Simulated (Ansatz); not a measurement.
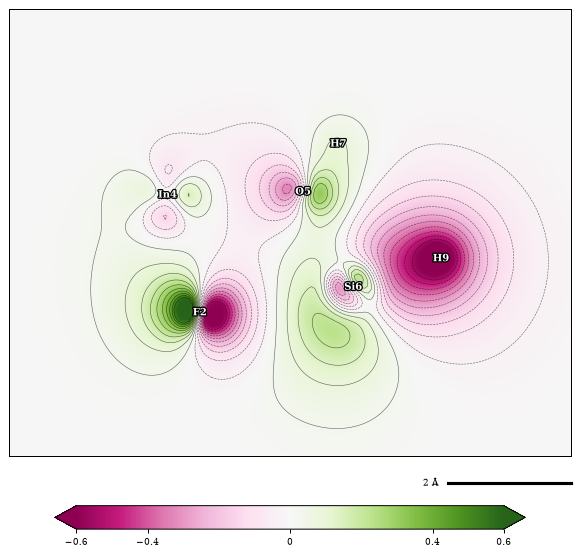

Figure 1: F3H4InOSi. One frontier orbital on the plane of atoms In4, O5 and Si6 (values in Å⁻³ᐟ²; the overall sign is arbitrary).

Geometry: PBE0-D4/def2-SVP; core potentials replace the inner electrons of In.

These are results of isolated molecule in a Gaussian basis; Kohn-Sham density functional theory, functional PBE0 in Ansatz, not measurements.

```xyz
10

F    -1.5607   -2.7312   -0.5082
F     1.2503   -1.1581    0.4690
F     0.5298   -1.4192   -2.8099
In   -0.0555   -1.5876   -0.9633
O    -0.6220    0.4465   -0.3172
Si    0.3375    1.1509    0.9621
H    -1.3395    0.9909   -0.6615
H     0.1651    0.3997    2.2240
H    -0.3490    2.4750    1.0953
H     1.7272    1.3818    0.5126
```

Q: Which orbital is it: HOMO or LUMO?

A: The HOMO, at −9.87 eV. Its weight (Hirshfeld) is mainly on Si6 (about 30 %), H9 (about 30 %), F2 (about 15 %), H8 (about 10 %) and H10 (about 10 %).
